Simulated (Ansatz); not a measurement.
```
atom    x (Å)    y (Å)    z (Å)
   O  -0.4186  -1.8743  -0.1100
  Mo   0.0990  -0.3102   0.1949
   O   1.0860  -0.3102   1.5488
   O  -1.3707   0.7978   0.5225
   O   1.0502   0.3086  -1.2906
   H  -2.2747   0.5497   0.3120
   H   1.8900   0.7705  -1.2233
```

Geometry: PBE0-D4/def2-TZVP; core potentials replace the inner electrons of Mo.

Level of theory: RKS PBE0-D4/def2-TZVPP (Ansatz).

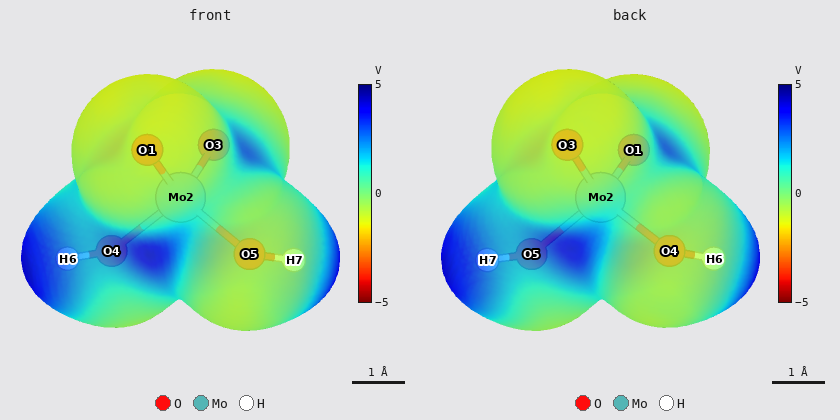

H2MoO4 (SMILES [O]=[Mo](=[O])([OH])[OH]). The electrostatic potential painted on the density surface at 0.004 e/bohr³, seen from the front and from behind; the colour scale runs from red (negative) to blue (positive).

> Which sites attract a positive test charge, and which a negative one?

A positive charge is drawn to the negative regions and a negative charge to the positive ones. The most negative region (about −1.3 V) lies over O1 and O3, the most positive (about +4.2 V) over H6 and H7.
